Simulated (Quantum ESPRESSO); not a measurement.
Density of states of WSi₂ (I4/mmm, 3 atoms in the cell).

```
CELL_PARAMETERS angstrom
     -1.62153     1.62153     3.95532
      1.62153    -1.62153     3.95532
      1.62153     1.62153    -3.95532
ATOMIC_POSITIONS crystal
  Si 0.66500 0.66500 0.00000
  Si 0.33500 0.33500 0.00000
  W  0.00000 0.00000 0.00000
```

Method: PBEsol, GBRV 1.5 ultrasoft (PBESOL) pseudopotentials (plane waves; Quantum ESPRESSO 7.5).

SCF settings: ecutwfc = 40 Ry; ecutrho = 320 Ry; occupations = smearing; smearing = fermi-dirac; degauss = 0.0073499 Ry; potentials = {Si: si_pbesol_v1.uspp.F.UPF, W: w_pbesol_v1.2.uspp.F.UPF}; K_POINTS = automatic 11 11 11 1 1 1; conv_thr = 1e-10 Ry. Keys of the DOS step: nscf.calculation = nscf; nscf.verbosity = high; nscf.occupations = tetrahedra_lin; nscf.nbnd = 18; nscf.startingwfc = random; nscf.diago_thr_init = 1e-06; nscf.diagonalization = cg; nscf.K_POINTS = automatic 22 22 22 0 0 0; projwfc.x.filpdos = pdos; projwfc.x.DeltaE = 0.05 eV; projwfc.x.ngauss = 0; projwfc.x.degauss = 0.01 Ry.

The starting cell has typed, rounded lattice constants, without a prior relaxation at this level. Its lattice was rescaled by a random factor within 2.5 % of one. Spin-orbit coupling is off. Spin polarisation is off.

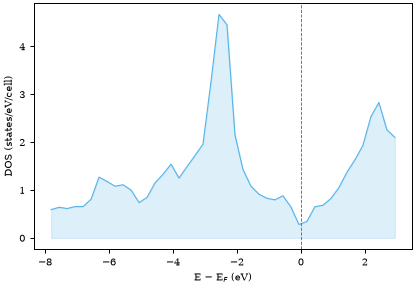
Fig. 1. Total density of states, both spins summed.

Total DOS (both spins), as means of the tabulated values in each energy bin; the zero is the program's Fermi level or highest filled level, and the curve is cut to this window:

(E (eV), states/eV/cell): (-7.80, 0.59); (-7.40, 0.63); (-7.00, 0.66); (-6.60, 0.81); (-6.20, 1.23); (-5.80, 1.08); (-5.40, 1.06); (-5.00, 0.79); (-4.60, 1.15); (-4.20, 1.44); (-3.80, 1.25); (-3.40, 1.60); (-3.00, 2.61); (-2.60, 4.67); (-2.20, 3.30); (-1.80, 1.43); (-1.40, 1.00); (-1.00, 0.81); (-0.60, 0.88); (-0.20, 0.46); (0.20, 0.34); (0.60, 0.67); (1.00, 0.94); (1.40, 1.37); (1.80, 1.78); (2.20, 2.53); (2.60, 2.54)

Around zero the curve holds about 0.3 states/eV/cell.
